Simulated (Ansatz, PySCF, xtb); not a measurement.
CHN (SMILES C#N) and C2H6 (SMILES CC) are pulled apart as rigid monomers along the line of their centres of mass, from the B3LYP-D3(BJ)/def2-TZVP minimum. Starting geometry (charge 0, multiplicity 1):
```xyz
11

C     -0.65062     0.13230     0.32227
N      0.47093     0.11115     0.08739
H     -1.69294     0.15184     0.54699
C     -0.71631     0.00760     3.81697
C      0.80778    -0.02587     3.87715
H     -1.10892    -0.84837     3.26296
H     -1.07264     0.91711     3.32750
H     -1.15804    -0.01976     4.81511
H      1.16249    -0.93283     4.37052
H      1.19872     0.82754     4.43455
H      1.24370     0.00144     2.87767
```

Interaction energies with rigid monomers; basis-set methods are counterpoise corrected unless marked otherwise.

Rows in 6-31G* carry no dispersion term and start afresh at each structure (6-31G* with six Cartesian d functions).

The values were computed with Ansatz (Gaussian orbitals); PySCF for 6-31G* rows, the dispersion terms; xtb for the GFN methods. Each number belongs to the level named beside it.

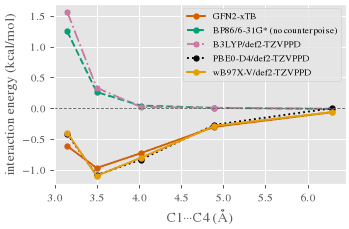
*Interaction energy against separation*

### Question
Which level binds most strongly at C1···C4 = 3.50, and by how much?

### Answer
wB97X-V/def2-TZVPPD, -1.1 kcal/mol.

Ansatz is a program for electronic structure.
